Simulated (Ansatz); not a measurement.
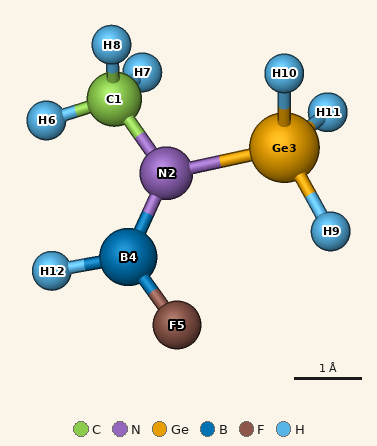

**Figure 1.** The structure as given in the input (ball-and-stick view, seen at a tilt; atoms are numbered from 1 in the order of the input). Sticks mark near contacts.

## What a change does: single-point calculation on CH7BFGeN

System: CH7BFGeN.
Method of run 1: RKS PBE-QIDH (frozen core)/def2-TZVPP (Ansatz 0.2.0).

The geometry comes from this level: PBE0-D4/def2-TZVP. Text and figures count atoms from 1; the logs count them from 0 in places.

**Input file, run 1**
```yaml
crystal:
  periodic: [false, false, false]
  atoms:
    - {symbol: C, position_ang: [-1.010363, -0.267220, 1.005929]}
    - {symbol: N, position_ang: [-0.209691, 0.103873, -0.147635]}
    - {symbol: Ge, position_ang: [1.605113, -0.292987, -0.021299]}
    - {symbol: B, position_ang: [-0.793331, 0.713721, -1.256186]}
    - {symbol: F, position_ang: [-0.042818, 1.050794, -2.314956]}
    - {symbol: H, position_ang: [-2.054197, 0.004174, 0.838712]}
    - {symbol: H, position_ang: [-0.668862, 0.244213, 1.912259]}
    - {symbol: H, position_ang: [-0.967144, -1.345381, 1.193855]}
    - {symbol: H, position_ang: [2.315873, 0.154552, -1.296175]}
    - {symbol: H, position_ang: [1.725278, -1.811409, 0.196852]}
    - {symbol: H, position_ang: [2.144967, 0.437697, 1.220606]}
    - {symbol: H, position_ang: [-1.967725, 0.952771, -1.297964]}
basis:
  gaussian: {orbitals: def2-TZVPP}
hamiltonian: {xc: {name: PBE-QIDH}}
```

Command:
```bash
ansatz run in.yaml --threads 4 --pin off --events-out ev --progress --plain --max-ram 10444MiB
```

Hardware: 4 threads of Intel Xeon, 15 GiB of memory available, shared host.

**Output (run 1)**
```
Functional definition: PBE-QIDH
  parameter a = 3^(-1/3)
  parameter c = 1/3
  exchange = (1 - a)*pbe_x + a*exact_x
  correlation = (1 - c)*pbe_c + c*(mp2_os + mp2_ss)
1638 factors; integrals over basis functions are off by at most 1.1e-3 eV
mean field evaluation 1: about -62519.8397 eV, gradient 4.5e1 eV
mean field evaluation 2: about -62519.9753 eV, gradient 4.5e1 eV
mean field evaluation 4: about -62523.9479 eV, gradient 4.4e0 eV
mean field evaluation 8: about -62523.9967 eV, gradient 3.4e-1 eV
mean field evaluation 16: about -62523.9969 eV, gradient 1.7e-4 eV
mean field -62523.99690707 eV, -2297.7145060474 hartree, gradient 9.2e-6 eV, S^2 0.000000; 0 other end points of the search recorded, 0 dependent functions left out
13 core orbitals not correlated: weight in the atoms' cores, before any rotation towards them, 1.000 or more for the frozen orbitals, at most 0.000 for the correlated occupied ones
reference -62523.99692146 eV, -2297.7145065764 hartree; 20, 20 occupied and 237, 237 virtual orbitals, 1638 factors
second order -30.43273916 eV of doubles, -0.00000000 eV of singles
Total energy: -62534.14116785 eV, -2298.0873007550 hartree
```

The input of run 2 differs as follows (lines with − go, lines with + come):
```diff
-hamiltonian: {xc: {name: PBE-QIDH}}
+hamiltonian: {xc: {name: B2PLYP}}
```

Predict how the results change.

The total energies belong to different methods, so their difference says nothing on which is more stable or more accurate. The functional changes from PBE-QIDH to B2PLYP.

**Output (run 2)**
```
Functional definition: B2PLYP
  parameter a = 0.53
  parameter c = 0.27
  exchange = (1 - a)*b88_x + a*exact_x
  correlation = (1 - c)*lyp_c + c*(mp2_os + mp2_ss)
1638 factors; integrals over basis functions are off by at most 1.1e-3 eV
mean field evaluation 1: about -62529.0238 eV, gradient 5.3e1 eV
mean field evaluation 2: about -62529.1258 eV, gradient 5.3e1 eV
mean field evaluation 4: about -62534.2720 eV, gradient 6.5e0 eV
mean field evaluation 8: about -62534.3594 eV, gradient 5.2e-1 eV
mean field evaluation 16: about -62534.3599 eV, gradient 1.5e-4 eV
mean field -62534.35993067 eV, -2298.0953401406 hartree, gradient 6.4e-6 eV, S^2 0.000000; 0 other end points of the search recorded, 0 dependent functions left out
13 core orbitals not correlated: weight in the atoms' cores, before any rotation towards them, 1.000 or more for the frozen orbitals, at most 0.000 for the correlated occupied ones
reference -62534.36011926 eV, -2298.0953470710 hartree; 20, 20 occupied and 237, 237 virtual orbitals, 1638 factors
second order -32.70091809 eV of doubles, -0.00000000 eV of singles
Total energy: -62543.18936714 eV, -2298.4198159461 hartree
```

**The two runs side by side**

| quantity | run 1 | run 2 |
| --- | --- | --- |
| outcome | converged | converged |
| total energy (hartree) | −2298.087301 | −2298.419816 |
| basis functions | 270 | 270 |
| wall time (shared host) | 6.5 s | 7.5 s |
